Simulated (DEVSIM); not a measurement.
Structure: abrupt GaAs p-n junction, at 300 K.

| layer (left to right) | material | thickness (μm) | Nd (cm⁻³) | Na (cm⁻³) | τn (s) | τp (s) |
|---|---|---|---|---|---|---|
| 1 | GaAs | 4.60 | - | 5.1e17 | 1e-8 | 1e-8 |
| 2 | GaAs | 1.20 | 2.1e15 | - | 1e-8 | 1e-8 |

Left contact: ohmic. Right contact: ohmic. Voltage is applied to the left contact. Recombination: SRH at mid-gap. Mobility is μmin + (μ − μmin)/(1 + (N/Nref)^α).

Constants are typed, rounded textbook-type inputs, not results; the design itself was drawn at random and stands for no fabricated device. Values at 300 K.

| parameter | GaAs |
|---|---|
| gap (eV) | 1.424 |
| affinity (eV) | 4.07 |
| permittivity | 12.9 |
| Nc (cm⁻³) | 4.7e17 |
| Nv (cm⁻³) | 9e18 |
| μn (cm²/Vs) | 8500 |
| μp (cm²/Vs) | 400 |
| μn,min | 500 |
| μp,min | 20 |
| Nref,n | 6e16 |
| Nref,p | 1.5e17 |
| αn | 0.39 |
| αp | 0.38 |

Model (solved in DEVSIM): 1D drift-diffusion, Boltzmann statistics, complete ionisation; no tunnelling, impact ionisation, image-force lowering or self-heating.

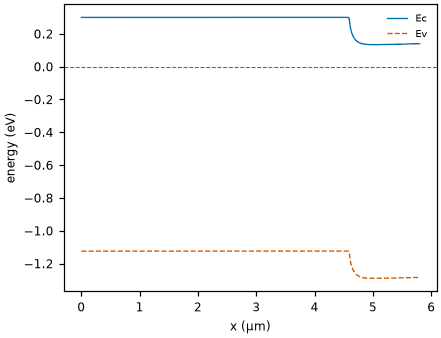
Figure. Band edges at 1.05 V on the left contact

Energies count from the Fermi level of the right contact; mesh points crowd at the junctions.

```tsv
x (μm)	Ec (eV)	Ev (eV)	n (cm⁻³)	p (cm⁻³)	field (V/cm)
0.000	0.300	-1.124	< 1e2	5.1e17	≈ 0
0.02395	0.300	-1.124	2.1e10	5.1e17	≈ 0
0.07153	0.300	-1.124	6.4e10	5.1e17	≈ 0
0.1661	0.300	-1.124	1.5e11	5.1e17	≈ 0
0.4576	0.300	-1.124	4.1e11	5.1e17	≈ 0
0.9331	0.300	-1.124	8.3e11	5.1e17	≈ 0
1.878	0.300	-1.124	1.7e12	5.1e17	≈ 0
3.501	0.300	-1.124	3.2e12	5.1e17	≈ 0
4.059	0.300	-1.124	3.7e12	5.1e17	≈ 0
4.340	0.300	-1.124	4.0e12	5.1e17	≈ 0
4.481	0.300	-1.124	4.1e12	5.1e17	≈ 0
4.568	0.300	-1.124	4.2e12	5.1e17	-260
4.596	0.285	-1.139	7.6e12	2.8e17	-23000
4.617	0.232	-1.192	6.0e13	3.6e16	-17000
4.673	0.176	-1.248	5.1e14	4.2e15	-5800
4.767	0.145	-1.279	1.7e15	1.2e15	-1700
4.948	0.134	-1.290	2.6e15	6.6e14	-95
5.269	0.135	-1.289	2.5e15	4.0e14	72
5.599	0.138	-1.286	2.3e15	1.6e14	88
5.709	0.139	-1.285	2.2e15	7.4e13	93
5.765	0.140	-1.284	2.1e15	2.8e13	95
5.800	0.140	-1.284	2.1e15	< 1e2	95
```
